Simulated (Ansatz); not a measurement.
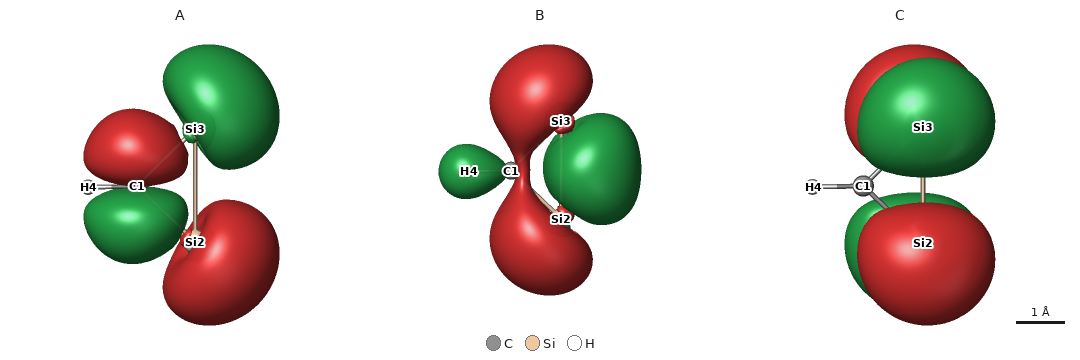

Figure. CHSi₂ (SMILES C1=[Si]=[Si]1) (doublet). Three frontier orbitals at ±0.08 Å⁻³ᐟ² (green and red are the two phases), in no order.

Geometry: B3LYP-D4/def2-TZVP.

These are results of isolated molecule in a Gaussian basis; Kohn-Sham density functional theory, functional PBE0 (Ansatz 0.2.0), not measurements.

Which picture is the HOMO−1, the HOMO and the LUMO? All are α orbitals.

A is the HOMO−1 (α) (−6.86 eV). By Hirshfeld shares it lies mainly on Si2 (about 35 %), Si3 (about 35 %) and C1 (about 30 %); it is symmetric in the molecular plane (an in-plane orbital: σ, lone-pair or in-plane π type). B is the HOMO (α) (−6.27 eV). Its weight (Hirshfeld) is mainly on Si2 (about 45 %), Si3 (about 45 %) and C1 (about 10 %); it is symmetric in the molecular plane (an in-plane orbital: σ, lone-pair or in-plane π type). C is the LUMO (α) (−2.11 eV). By Hirshfeld shares it lies mainly on Si2 (about 45 %) and Si3 (about 45 %); it changes sign across the molecular plane (π type); π-antibonding (a node) across Si2–Si3.

What is the gap between the highest occupied and lowest empty α orbitals?

4.16 eV between the orbital energies.
